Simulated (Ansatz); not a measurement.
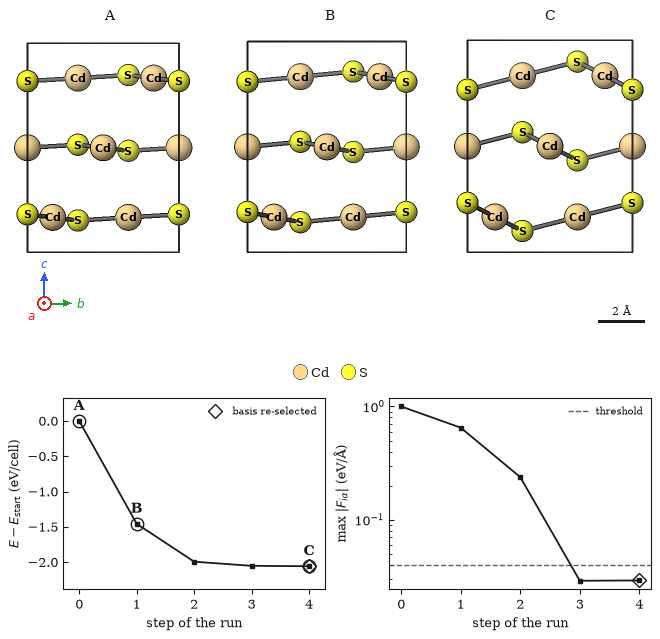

Frames of a relaxation of crystalline Cd₃S₂ (a generated structure, set up in R-3m) (coarse preliminary run), marked on the history of the run. The picture is a ball-and-stick view of the conventional cell (3 times the calculation's cell), seen along the a axis. Lengths and directions refer to the drawn axes.

The calculation used Ansatz 0.2.0, DFT PBE, scalar-relativistic, plane waves, PAW. Settings: plane-wave cutoff 420 eV; k-point mesh 3 × 3 × 3; occupations gaussian; smearing width 0.1 eV; no spin polarisation; cell and atoms relaxed; force threshold 0.04 eV/Å; at most 70 steps.

Question: Describe the path.

Answer: The energy falls by 2.057 eV per cell of the calculation in 3 accepted moves (4 points after the start). Largest force component: 1 eV/Å at the start, 0.029 eV/Å at the end. Pressure: 13.13 GPa at the start and −0.21 GPa at the end. The SCF was repeated once at an unchanged geometry on a basis and grid sized afresh for the cell, which shifted the energy by 5.8 meV per cell of the calculation at most. The largest moves relative to the cell, 0.48 Å, are those of S atoms. Cd stays in place. Cell: a = b 7.724 → 8.412 Å (+8.9 %), c 9.230 → 9.359 Å (+1.4 %). Volume +20.3 %. Among the contacts that change: Cd–S 2.234 → 2.506 Å. Among the angles between lasting bonds that change: Cd–S–Cd 119.6° → 114.1°. The space group stays R-3m (No. 166). From step 0 to 1: S atoms move most (0.09 Å), volume +10.9 %, energy −1.456 eV per cell of the calculation. From step 1 to 4: S atoms move most (0.39 Å), volume +8.5 %, energy −0.601 eV per cell of the calculation.
